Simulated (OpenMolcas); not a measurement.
# Single-point calculation of AlH$_{3}$Cl (charge −1) (part 2 of 2)

The same run, continued: AlH$_{3}$Cl, charge −1, multiplicity 3, SMILES [AlH3-][Cl]; ROMP2/STO-3G, ROHF (OpenMolcas 26.06). The geometry is that of the parent species in another charge or spin state. The geometry comes from this level: GFN2-xTB.

Geometry of the input (Å):
```
Al 0.1092  -0.0004  -0.0825
Cl -1.5627  -0.0021  1.1843
H  0.2261  1.4785  -0.7042
H  -0.1602  -1.1064  -1.2183
H  1.3877  -0.3695  0.8207
```

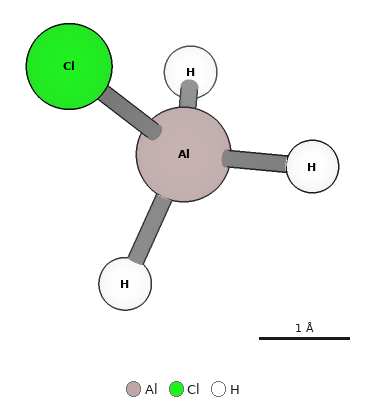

*The structure as given in the input (ball-and-stick view, seen at a tilt). Sticks mark near contacts.*

## Log, continued
```
--- Stop Module: scf /rc=_RC_ALL_IS_WELL_ ---

--- Start Module: rasscf ---

                                              &RASSCF

                       available to each process: 1.9 GB of memory, 1 thread

      Header of the ONEINT file:
      --------------------------

      OrdInt status: non-squared

      Cartesian coordinates in angstrom:
      -----------------------------------------------------
      No.  Label        X            Y            Z
      -----------------------------------------------------
       1   AL1        0.10916000  -0.00044000  -0.08250000
       2   CL2       -1.56272000  -0.00211000   1.18425000
       3   H3         0.22609000   1.47849000  -0.70419000
       4   H4        -0.16019000  -1.10641000  -1.21830000
       5   H5         1.38766000  -0.36954000   0.82073000
      -----------------------------------------------------
      Nuclear repulsion energy =   78.19668976

++    Wave function specifications:
      -----------------------------

      Number of closed shell electrons          32
      Number of electrons in active shells       2
      Max number of holes in RAS1 space          0
      Max nr of electrons in RAS3 space          0
      Number of inactive orbitals               16
      Number of active orbitals                  2
      Number of secondary orbitals               3
      Spin quantum number                      1.0
      State symmetry                             1
--

++    Orbital specifications:
      -----------------------

      Symmetry species                           1
                                                 a
      Frozen orbitals                            0
      Inactive orbitals                         16
      Active orbitals                            2
      RAS1 orbitals                              0
      RAS2 orbitals                              2
      RAS3 orbitals                              0
      Secondary orbitals                         3
      Deleted orbitals                           0
      Number of basis functions                 21
--

++    CI expansion specifications:
      ----------------------------

      Number of CSFs                             1
      Number of determinants                     1
      Number of root(s) required                 1
      Root chosen for geometry opt.              1
      CI root used                               1

      highest root included in the CI            1
      max. size of the explicit Hamiltonian      1
--

++    Optimization specifications:
      ----------------------------

      RASSCF algorithm: Conventional
      Maximum number of macro iterations       200
      Maximum number of SX iterations          100
      Threshold for RASSCF energy            1.000E-08
      Threshold for max MO rotation          1.000E-01
      Threshold for max BLB element          1.000E-04
      Level shift parameter                  5.000E-01
      Make Quasi-Newton update
--

      The MO-coefficients are taken from the file:
      run.UnaOrb
      Title:UHF natural orbitals

      Total molecular charge   -1.00

      ************************************************************************************************************************
      *                                            Wave function control section                                             *
      ************************************************************************************************************************

                                         RASSCF iterations: Energy and convergence statistics
                                         ----------------------------------------------------

          iter iter root      energy       change     param      element    value   shift minimum  type update hh:mm:ss
 Nr of preliminary CI iterations:   1
        1   1    6    1  -694.85327784    0.00E+00  -1.54E-02   18  19 1 -9.11E-03*  0.35   0.00    SX    NO    0:00:00
        2   1    6    1  -694.85356652   -2.89E-04*  1.11E-02   18  19 1 -6.40E-03*  0.35   0.00    SX    NO    0:00:00
        3   1    6    1  -694.85369956   -1.33E-04* -8.20E-03   18  19 1 -4.67E-03*  0.35   0.00    SX    NO    0:00:00
        4   1    6    1  -694.85377350   -7.39E-05* -6.20E-03   18  19 1 -3.50E-03*  0.35   0.00    SX    NO    0:00:00
        5   1    6    1  -694.85381766   -4.42E-05* -9.12E-03   18  19 1 -2.66E-03*  0.35   2.50    LS   YES    0:00:00
        6   1    6    1  -694.85386260   -4.49E-05* -1.21E-02   18  19 1 -1.41E-03*  0.35   2.36    LS   YES    0:00:00
        7   1    6    1  -694.85388505   -2.24E-05*  1.10E-03   16  19 1 -1.47E-03*  0.35   1.03    QN   YES    0:00:00
        8   1    5    1  -694.85388778   -2.73E-06*  1.29E-03   16  19 1 -7.03E-04*  0.35   2.18    LS   YES    0:00:00
        9   1    5    1  -694.85388891   -1.13E-06* -3.98E-04   15  19 1 -2.11E-04*  0.35   1.00    QN   YES    0:00:00
       10   1    5    1  -694.85388908   -1.65E-07* -3.86E-04   16  19 1  1.42E-04*  0.35   1.97    LS   YES    0:00:00
       11   1    5    1  -694.85388913   -5.29E-08*  2.27E-04   16  19 1  9.06E-05   0.35   1.00    QN   YES    0:00:00
       12   1    5    1  -694.85388918   -4.50E-08*  3.15E-04   16  17 1 -5.37E-05   0.35   2.03    QN   YES    0:00:00
       13   1    5    1  -694.85388924   -5.88E-08*  1.57E-03   16  17 1 -7.53E-05   0.35   2.50    QN   YES    0:00:00
       14   1    6    1  -694.85388954   -3.04E-07*  4.83E-02   16  19 1 -3.46E-04*  0.35   2.50    QN   YES    0:00:00
       15   1    7    1  -694.85387188    1.77E-05*  5.95E-03   16  19 1 -9.67E-03*  0.35   0.18    SX   YES    0:00:00
       16   1    7    1  -694.85406351   -1.92E-04* -2.17E-01*  16  19 1 -5.81E-03*  0.35   2.50    QN   YES    0:00:00
       17   1    7    1  -694.86061775   -6.55E-03* -1.79E-01*  16  19 1  2.80E-02*  0.37   2.50    LS   YES    0:00:00
       18   1    8    1  -694.86608202   -5.46E-03* -2.11E-01*  16  19 1  5.40E-02*  0.38   1.26    QN   YES    0:00:00
       19   1    8    1  -694.87046964   -4.39E-03*  3.78E-02   16  19 1  5.70E-02*  0.40   0.80    QN   YES    0:00:00
       20   1    7    1  -694.87845031   -7.98E-03*  2.52E-02   17  21 1 -2.86E-02*  0.40   1.73    LS   YES    0:00:00
       21   1    7    1  -694.88017908   -1.73E-03* -3.97E-02   17  21 1 -1.18E-02*  0.40   1.11    QN   YES    0:00:00
       22   1    7    1  -694.88125516   -1.08E-03*  8.90E-03   15  21 1  4.33E-03*  0.40   0.99    QN   YES    0:00:00
       23   1    6    1  -694.88135685   -1.02E-04*  2.99E-03   17  19 1  2.30E-03*  0.40   1.38    QN   YES    0:00:00
       24   1    6    1  -694.88137750   -2.06E-05* -2.05E-03   16  21 1  8.61E-04*  0.40   0.93    QN   YES    0:00:00
       25   1    5    1  -694.88137966   -2.17E-06*  5.45E-04   16  21 1  3.66E-04*  0.40   1.19    QN   YES    0:00:00
       26   1    5    1  -694.88138021   -5.41E-07* -3.47E-04   15  19 1 -1.25E-04*  0.40   1.36    QN   YES    0:00:00
       27   1    5    1  -694.88138030   -9.78E-08*  1.10E-04   16  20 1 -6.17E-05   0.40   1.22    QN   YES    0:00:00
       28   1    4    1  -694.88138032   -1.52E-08*  6.49E-05   16  20 1 -2.07E-05   0.40   1.50    QN   YES    0:00:00
       29   1    4    1  -694.88138032   -4.26E-09   1.90E-05   16  19 1 -7.52E-06   0.40   1.21    QN   YES    0:00:00
      Convergence after 29 iterations
       30   1    4    1  -694.88138032   -5.67E-10   1.90E-05   16  20 1  5.66E-06   0.40   1.21    QN   YES    0:00:00

      ************************************************************************************************************************
                                                      Wave function printout:
                       occupation of active orbitals, and spin coupling of open shells (u,d: Spin up or down)
      ************************************************************************************************************************

      Note: transformation to natural orbitals
      has been made, which may change the order of the CSFs.

      printout of CI-coefficients larger than  0.05 for root  1
      energy=    -694.881380
      conf/sym  11     Coeff  Weight
             1  uu   1.00000 1.00000

      Natural orbitals and occupation numbers for root  1
      sym 1:   1.000000   1.000000

      ************************************************************************************************************************
      *                                                    Final results                                                     *
      ************************************************************************************************************************

++    Final optimization conditions:
      ------------------------------

      Average CI energy                            -694.88138032
      RASSCF energy for state  1                   -694.88138032
      Super-CI energy                                -0.00000000
      RASSCF energy change                           -0.00000000
      Max change in MO coefficients              -2.189E-05
      Max non-diagonal density matrix element     1.899E-05
      Maximum BLB matrix element                  5.658E-06
      (orbital pair  16,  20 in symmetry   1)
      Norm of electronic gradient            1.154E-05
--

      Final state energy(ies):
      ------------------------

::    RASSCF root number  1 Total energy:   -694.88138032
      Von Neumann Entropy (Root   1) =  1.00000

      Mulliken population analysis for root number:  1
      -----------------------------------------------

++    Molecular charges:
      ------------------

      Mulliken charges per centre
      ---------------------------

                AL1     CL2     H3      H4      H5
      Total   12.4700 17.6959  1.0054  1.4144  1.4143

      N-E      0.5300 -0.6959 -0.0054 -0.4144 -0.4143

      Total electronic charge=   34.000000

      Total            charge=   -1.000000
--

      Expectation values of various properties for root number:  1
      -----------------------------------------------------------

++    Molecular properties:
      ---------------------

      Charge (e):
                      =   -1.0000
      Dipole Moment (debye):
      Origin of the operator (angstrom)=   -0.7732   -0.0013    0.5860
                   X= -9.1075E-01               Y=  1.9599E+00               Z= -1.4335E-02           Total=  2.1612E+00
      Center of Charge (angstrom)
                     X=   -0.58356424               Y=   -0.40932405               Z=    0.58899715
      Quadrupole Moment (debye*angstrom):
      Origin of the operator (angstrom)=   -0.7732   -0.0013    0.5860
                  XX= -3.3891E+01              XY=  2.0599E+00              XZ=  1.9760E+00              YY= -2.6367E+01
                  YZ= -2.9812E+00              ZZ= -3.0711E+01
      In traceless form (debye*angstrom)
                  XX= -5.3519E+00              XY=  3.0898E+00              XZ=  2.9639E+00              YY=  5.9342E+00
                  YZ= -4.4718E+00              ZZ= -5.8234E-01
--

      Mulliken spin population analysis for root number:  1
      ---------------------------------------------------

++    Molecular charges:
      ------------------

      Mulliken spin population per centre
      ---------------------------

                AL1     CL2     H3      H4      H5
      Total    0.8220  0.0525  0.9731  0.0761  0.0763

      Total electronic spin=    2.000000
--

      Canonical orbitals are written to the RASORB file
      Natural orbitals for root   1 are written to the RASORB.1 file
      Spin density orbitals for root   1 are written to the SPDORB.1 file

--- Stop Module: rasscf /rc=_RC_ALL_IS_WELL_ ---
--- Module rasscf spent 1 second ---

--- Start Module: caspt2 ---

                                              &CASPT2

                       available to each process: 1.9 GB of memory, 1 thread

 ###############################################################################
 ###    WARNING: User changed nr of frozen orbitals.                         ###
 ###############################################################################

++    Wave function specifications:
      -----------------------------

      Number of closed shell electrons          12
      Number of electrons in active shells       2
      Max number of holes in RAS1 space          0
      Max number of electrons in RAS3 space      0
      Number of inactive orbitals                6
      Number of active orbitals                  2
      Number of secondary orbitals               3
      Spin quantum number                      1.0
      State symmetry                             1
      Number of CSFs                             1
      Number of CASSCF root(s) available         1
      CASPT2 state passed to geometry opt.       1
      A file JOBMIX will be created
      This is a high spin open shell RHF reference function
--

++    Orbital specifications:
      -----------------------

      Symmetry species                           1
                                                 a
      Frozen orbitals                           10
      Inactive orbitals                          6
      Active orbitals                            2
      Secondary orbitals                         3
      Deleted orbitals                           0
      Number of basis functions                 21
--

++    CASPT2 specifications:
      ----------------------

      Type of calculation                        SS-CASPT2
      Fock operator                              state-specific
      IPEA shift                                 0.00
      Real shift                                 0.00
      Imaginary shift                            0.00
      The input orbitals will be transformed to quasi-canonical
--

--------------------------------------------------------------------------------
 Estimated memory requirements:
  POLY3 :                   250042
  RHS:                      250566
  SIGMA :                   250576
  PRPCTL:                        0
 Available workspace:    232491985

++ CASPT2 computation for group   1

********************************************************************************
 Multi-State initialization phase begins for group   1
--------------------------------------------------------------------------------
********************************************************************************
 Compute H0 matrices for state    1
--------------------------------------------------------------------------------
--------------------------------------------------------------------------------
 H0 matrices have been computed.

********************************************************************************
  CASPT2 EQUATION SOLUTION
--------------------------------------------------------------------------------

  Total nr of CASPT2 parameters:
   Before reduction:         810
   After  reduction:         621

 Variance of |WF0>:       0.0490161355

 The contributions to the second order correlation energy in atomic units.
-----------------------------------------------------------------------------------------------------------------------------
  IT.      VJTU        VJTI        ATVX        AIVX        VJAI        BVAT        BJAT        BJAI        TOTAL       RNORM
-----------------------------------------------------------------------------------------------------------------------------
   1     0.000000   -0.000031   -0.000000   -0.002621   -0.006032   -0.000000   -0.004142   -0.016107   -0.028932    0.001036
   2     0.000000   -0.000030   -0.000000   -0.002676   -0.006039   -0.000000   -0.004146   -0.016115   -0.029007    0.000167
   3     0.000000   -0.000030   -0.000000   -0.002676   -0.006037   -0.000000   -0.004145   -0.016112   -0.029000    0.000015
   4     0.000000   -0.000030   -0.000000   -0.002676   -0.006037   -0.000000   -0.004145   -0.016112   -0.028999    0.000002
-----------------------------------------------------------------------------------------------------------------------------

  FINAL CASPT2 RESULT:

      Reference energy:        -694.8813803239
      E2 (Non-variational):      -0.0289994578
      E2 (Variational):          -0.0289994679
      Total energy:            -694.9103797917
      Residual norm:              0.0000001784
      Reference weight:           0.97960

      Contributions to the CASPT2 correlation energy
      Active & Virtual Only:         -0.0000003060
      One Inactive Excited:          -0.0068202880
      Two Inactive Excited:          -0.0221788639

++ Denominators, etc.
--------------------------------------------------------------------------------------------------------------
 Report on small energy denominators, large coefficients, and large energy contributions.
CASE  SYMM ACTIVE-MIX  NON-ACTIVE INDICES          DENOMINATOR     RHS VALUE       COEFFICIENT     CONTRIBUTION
VJTU     1  Mu1.0001  In1.012                       0.24792097      0.00000038      0.00558037      0.00000000
VJTU     1  Mu1.0001  In1.013                       0.12809949     -0.00000062      0.00002686     -0.00000000
VJTU     1  Mu1.0001  In1.014                       0.12352210      0.00000247      0.00081403      0.00000000
VJTU     1  Mu1.0001  In1.015                       0.11170191     -0.00000105     -0.00955329      0.00000001
VJTU     1  Mu1.0001  In1.016                       0.05883323      0.00000073     -0.00004506     -0.00000000
ATVX     1  Mu1.0001  Se1.019                       0.20906493      0.00000072     -0.00651885     -0.00000000
ATVX     1  Mu1.0001  Se1.020                       0.27438327     -0.00000046      0.00978290     -0.00000000
AIVX     1  Mu1.0001  In1.016 Se1.019               0.26789815      0.00002710     -0.00010102     -0.00000000
AIVX     1  Mu1.0001  In1.012 Se1.020               0.52230424      0.02003772     -0.03912744     -0.00078402
AIVX     1  Mu1.0001  In1.015 Se1.020               0.38608518     -0.01026522      0.02778340     -0.00028520
AIVX     1  Mu1.0001  In1.016 Se1.021               0.36493569     -0.01084868      0.02923196     -0.00031713
BJATP    1  Mu1.0001  In1.016 Se1.021 Se1.020       1.23369928     -0.04203909      0.03415670     -0.00143592
BJAIP    1  Se1.020 In1.012 Se1.021 In1.016         2.07600057     -0.05627675      0.02762906     -0.00155487
BJAIP    1  Se1.020 In1.016 Se1.020 In1.016         1.85519363      0.05023311     -0.02724018     -0.00136836
BJAIP    1  Se1.021 In1.016 Se1.021 In1.016         1.91863203      0.05642510     -0.02940903     -0.00165941
--

   (Skipping property calculation,
    use PROP keyword to activate)
--

  Total CASPT2 energies:
::    CASPT2 Root  1     Total energy:   -694.91037979

  A NEW JOBIPH FILE NAMED 'JOBMIX' IS PREPARED.
********************************************************************************
--- Stop Module: caspt2 /rc=_RC_ALL_IS_WELL_ ---

.##################.
.# Happy landing! #.
.##################.

    Timing: Wall=2.98 User=2.30 System=0.66
```

## Results in brief

- outcome: converged
- total energy: −694.910380 hartree
- SCF energy: −694.881380 hartree
- correlation energy: −0.028999 hartree
- basis functions: 21
- wall time: 3.3 s
- peak memory: 0.37 GiB
